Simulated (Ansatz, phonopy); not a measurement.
# BN (F-43m): phonons against volume, part 4 of 4

Which modes of BN drive its thermal expansion? The starting cell is a computed one from a database.

Ansatz 0.2.0; DFT LDA, scalar-relativistic, plane waves, PAW; PAW set soft_1.

So far. Step 15 (A cell at another volume, V/V0 1.05): The run ends at a pressure of -17.92 GPa. Step 16 (Phonons, V/V0 1.05): No mode is imaginary beyond numerical noise at the solved wavevectors. The highest zone-centre mode (no LO–TO term) moved by -5.9 % for a volume change of +5.0 %.

## (17) How the modes move with volume (continued)

Grüneisen at points, by row:

```
point  branch  frequency (cm⁻¹)  mode Grüneisen parameter
    Γ       4              1067                      1.24
    Γ       6              1296                      0.95
    X       1             704.7                      0.24
    X       3             930.1                      1.76
    X       5              1025                      1.02
    X       6              1166                      0.84
    U       1             666.8                      0.26
    U       2             873.3                       0.5
    U       3             893.4                      1.32
    U       4               943                      1.68
    U       5             986.8                       1.2
    U       6              1098                      1.08
    K       1             666.8                      0.26
    K       2             873.3                       0.5
    K       3             893.4                      1.32
    K       4               943                      1.68
    K       5             986.8                       1.2
    K       6              1098                      1.08
    L       1             487.7                       0.2
    L       3             986.2                      1.37
    L       4              1009                      1.45
    L       6              1148                      0.66
    W       1             792.7                      0.65
    W       2             815.5                      0.55
    W       3               887                      1.08
    W       4             989.5                      0.97
    W       5             993.7                       1.5
    W       6              1024                      1.42
```

## (18) Free-energy fit

Numbers from this step:

```yaml
volume_expansion_coefficient_at_300_k: 5.03 1e-6/K
isothermal_bulk_modulus_at_300_k: 390.3 GPa
c_p_at_300_k: 8.044 J/mol-atom/K
grueneisen_parameter_at_300_k: 0.853
```

The energy (each curve on its own zero) by volume; values in meV/atom:

```
volume (Å³/atom)  static  F at 0 K  F at 300 K  F at 1300 K
           5.563     6.8      13.3        13.5         20.6
           5.649    1.58      5.46        5.59         9.97
           5.735       0      1.31        1.36         2.96
           5.821    1.58      0.38        0.35        -0.87
           5.907    6.18      2.54        2.41        -1.63
           6.021    16.6      9.82        9.57         1.71
```

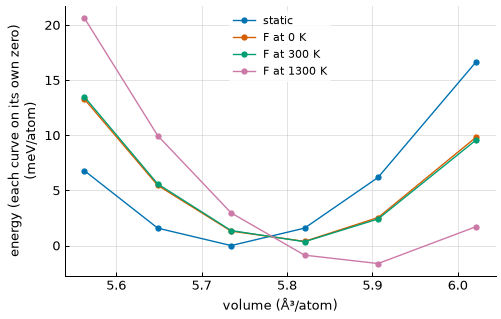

Energy (each curve on its own zero), plotted against volume.

Phonopy-qha, vinet fit of F(V) at each temperature; no electronic free energy. Qha vinet, by row:

```
T (K)  fitted volume (Å³/atom)  alpha_V (1e-6/K)  B_T (GPa)  C_P (J/mol-atom/K)  Grueneisen
  100                    5.802               0.2      391.5               0.411      0.6901
  150                    5.802              0.75      391.4               1.512      0.6811
  200                    5.802              1.83      391.2               3.359       0.742
  250                    5.803              3.33      390.9               5.652      0.8049
  300                    5.804              5.03      390.3               8.044      0.8534
  350                    5.806              6.71      389.5                10.3       0.888
  400                    5.808              8.25      388.6               12.31      0.9127
  450                    5.811               9.6      387.6               14.04      0.9305
  500                    5.814             10.78      386.5               15.52      0.9438
  550                    5.817             11.78      385.3               16.77      0.9539
  600                    5.821             12.64      384.1               17.83      0.9617
  650                    5.824             13.39      382.8               18.72       0.968
  700                    5.828             14.03      381.5               19.48      0.9731
  750                    5.832             14.58      380.1               20.13      0.9774
  800                    5.837             15.07      378.8               20.69       0.981
  850                    5.841              15.5      377.4               21.18      0.9842
  900                    5.846             15.88        376                21.6      0.9869
  950                    5.851             16.22      374.6               21.97      0.9894
 1000                    5.855             16.53      373.2                22.3      0.9915
 1050                     5.86             16.81      371.8               22.59      0.9935
 1100                    5.865             17.07      370.3               22.85      0.9953
 1150                     5.87              17.3      368.9               23.08       0.997
 1200                    5.875             17.52      367.4               23.29      0.9986
 1250                    5.881             17.73        366               23.48           1
```

The volume expansion coefficient, phonopy-qha, Vinet by temperature:

```
temperature (K)  volume expansion coefficient, phonopy-qha, Vinet (1e-6/K)
            100                                                        0.2
            200                                                       1.83
            300                                                       5.03
            400                                                       8.25
            500                                                       10.8
            600                                                       12.6
            700                                                       14.0
            800                                                       15.1
            900                                                       15.9
           1000                                                       16.5
           1100                                                       17.1
           1200                                                       17.5
```

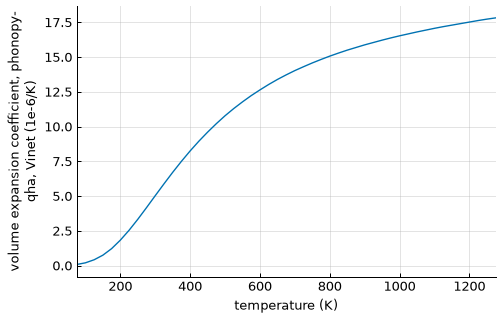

Volume expansion coefficient, phonopy-qha, Vinet against temperature.

The fit gives a volume expansion of 5.03 × 10⁻⁶/K at 300 K.

## (19) Results

| Property | Result |
| --- | --- |
| volume expansion coefficient at 300 K | 5.03 1e-6/K |
| isothermal bulk modulus at 300 K | 390.3 GPa |
| C_P at 300 K | 8.044 J/mol-atom/K |
| Grüneisen parameter at 300 K | 0.853 |
| mean mode Grüneisen parameter at 300 K | 0.835 |

What this shows: Near room temperature BN expands by 5.03 × 10⁻⁶/K in volume by LDA, with C_P = 8.04 J/(mol K) per mole of atoms and B_T = 390 GPa. C_P at room temperature is 32 % of the classical 3R an atom, so the stiffest modes are still partly frozen out. The heat-capacity-weighted Grüneisen parameter goes from 0.667 at 50 K to 0.964 at 800 K. Weighting γ by the density of states and each mode's heat capacity at 300 K, modes below 430 cm⁻¹ give about 9 % of the sum of γC that drives the expansion, those up to 860 cm⁻¹ 40 % and the rest 52 %. Among the labelled points γ is largest for branch 3 at X (930 cm⁻¹, 1.8) and smallest for branch 1 at L (488 cm⁻¹, 0.2). The interpolation has no quadrupole term, so branches near the zone centre are less sure, since this crystal has sites that are not centres of inversion. The PAW files were made for PBE and are used here under another functional, for which the program regenerates the frozen cores.

[Logs are printed without paths, hosts, clocks, repeated set-up lines and the standing remarks that a program may print on its own settings, such as how far it seeks lower states.]

[Hosts, paths, dates, database ids (printed as entryN), source tags and the programs' standing remarks are cut or masked in the printed files.]

[A step with changed settings may run another functional than the one named; its input shows which.]

[Of the runs on displaced cells, only some may be shown.]
